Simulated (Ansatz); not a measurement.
System: AlBClFH₂.

The calculation's input:

```
crystal:
  periodic: [false, false, false]
  atoms:
    - {symbol: B, position_ang: [-0.410662, 0.921240, -0.356913]}
    - {symbol: Al, position_ang: [-0.078897, -0.863117, 0.707912]}
    - {symbol: F, position_ang: [1.333891, -1.687760, 1.060828]}
    - {symbol: Cl, position_ang: [-0.085679, -2.561900, -1.462083]}
    - {symbol: H, position_ang: [-1.441290, 1.547698, -0.308125]}
    - {symbol: H, position_ang: [1.067824, -2.824905, -0.953022]}
basis:
  gaussian: {orbitals: def2-TZVPP}
hamiltonian: {xc: pbe0, dispersion: d4}
output: {orbitals: {seedname: orbitals}}
```

Command:

```sh
ansatz run in.yaml --threads 2 --pin off --events-out ev --progress --plain --max-ram 4352MiB
```

Geometry: PBE0-D4/def2-TZVP.

Level of theory: RKS PBE0-D4/def2-TZVPP in Ansatz.

What can the converged electron density and electron localisation function tell about the bonding?

Answer. Al–F (1.67 Å): the density is about 0.85 e/Å³ at the midpoint; the ELF peaks at about 0.85 in the valence shell of F, 0.6 Å from its nucleus, and is about 0.35 at the midpoint.
Al–B (2.10 Å): the density is about 0.52 e/Å³ at the midpoint; the ELF peaks at about 0.95 between the atoms: a covalent bond.

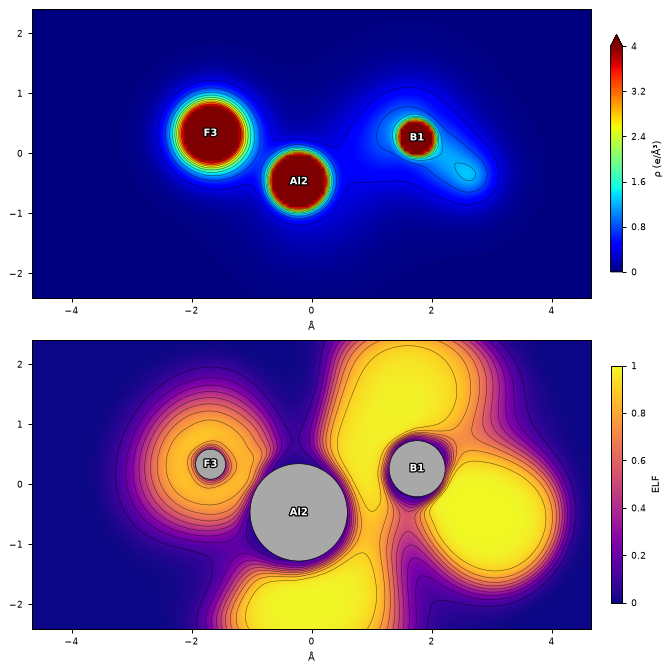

Computed electron density and electron localisation function on the plane of atoms B1, Al2 and F3, in this order. Grey discs cover the atomic cores in the ELF map. 
